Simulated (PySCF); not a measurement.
C7H11Si (SMILES C=C1[SiH2][C@]1(C)/C=[C]/C) (doublet)

```xyz
19

C    -1.5747    1.9096   -0.2358
C    -1.2408    0.7802    0.3454
Si   -1.0727   -0.3753    1.7830
C    -0.6649   -0.5467   -0.0927
C    -1.5319   -1.3699   -1.0209
C     0.7707   -0.4988   -0.4726
C     1.6885    0.1376    0.1906
C     3.1033    0.4846    0.1686
H    -1.9864    2.7417    0.3152
H    -1.4476    2.0630   -1.2993
H     0.0486   -0.2421    2.6911
H    -2.2840   -1.0171    2.2700
H    -1.5169   -0.9561   -2.0304
H    -1.1816   -2.4008   -1.0663
H    -2.5628   -1.3706   -0.6728
H     1.0065   -1.0747   -1.3766
H     3.5749    0.2072   -0.7831
H     3.2298    1.5605    0.3023
H     3.6321   -0.0229    0.9769
```

Geometry: GFN2-xTB.

Theory: UKS B3LYP, pcH-1 on C H Si, non-relativistic, mean-field spin-orbit, GIAO (PySCF 2.14.0, density-fitted response routines).

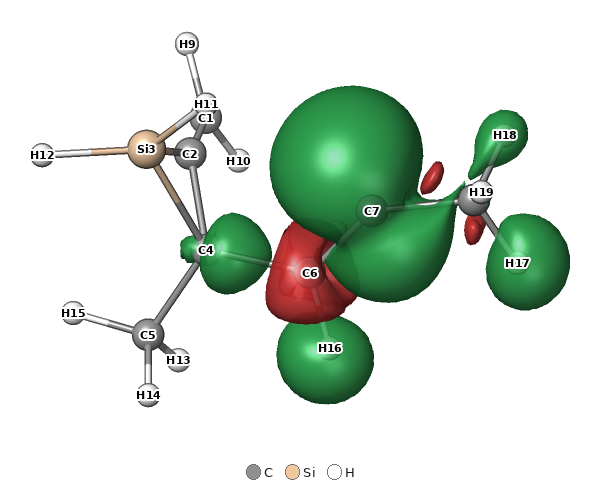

Figure 1. Isosurfaces of the spin density (α minus β) at +0.015 (green) and −0.015 e/Å³ (red), seen at a tilt.

Q: Which atoms carry the spin?

A: The unpaired spin (1 electron) lies mostly on C7 (about 0.7) and C8 (about 0.1), in electrons by Hirshfeld's partition.

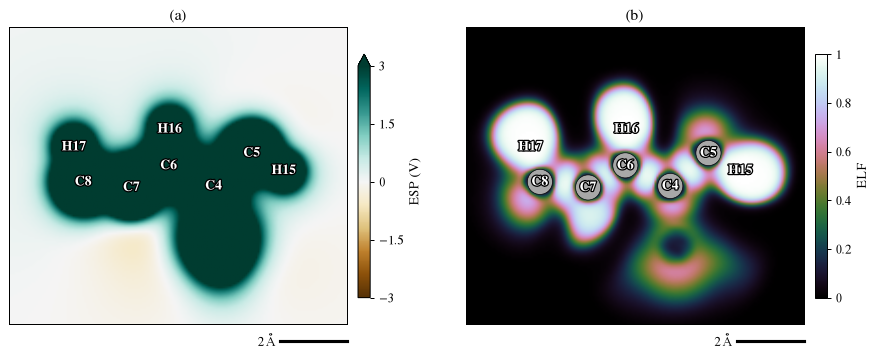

Figure 2. (a) molecular electrostatic potential; (b) ELF on the plane of atoms C6, C7 and C8. Grey discs cover the atomic cores in the ELF map.

Q: Interpret the plot.

A:
- Atoms in the plane: C and H.
- C–C (1.30 Å): the ELF peaks at about 0.90 between the atoms: a short, multiple covalent bond.
- C–H (1.09 Å): the ELF climbs to about 1 towards the hydrogen, as it does in any bond to H (a covalent bond by its length).
- C–C (1.46 Å): the ELF peaks at about 0.95 between the atoms: localised, covalent bonding.
- Outside the dense part of the molecule the potential is most negative (−0.5 V) near C7.

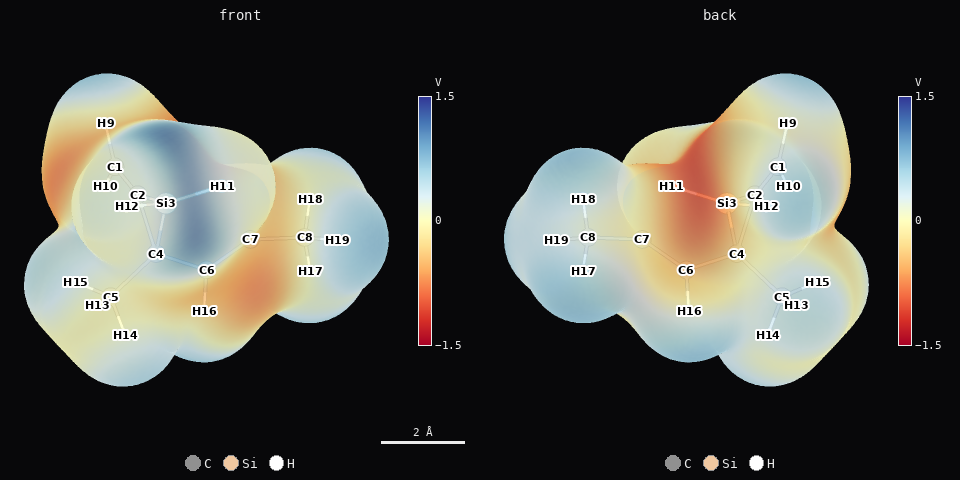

Figure 3. The molecular electrostatic potential painted on the density surface at 0.002 e/bohr³, seen from the front and from behind; the colour scale runs from red (negative) to blue (positive).

Q: Describe the electrostatic potential map.

A: The most negative region (about −1.0 V) lies over C1, C2 and C7, the most positive (about +1.0 V) over Si3.
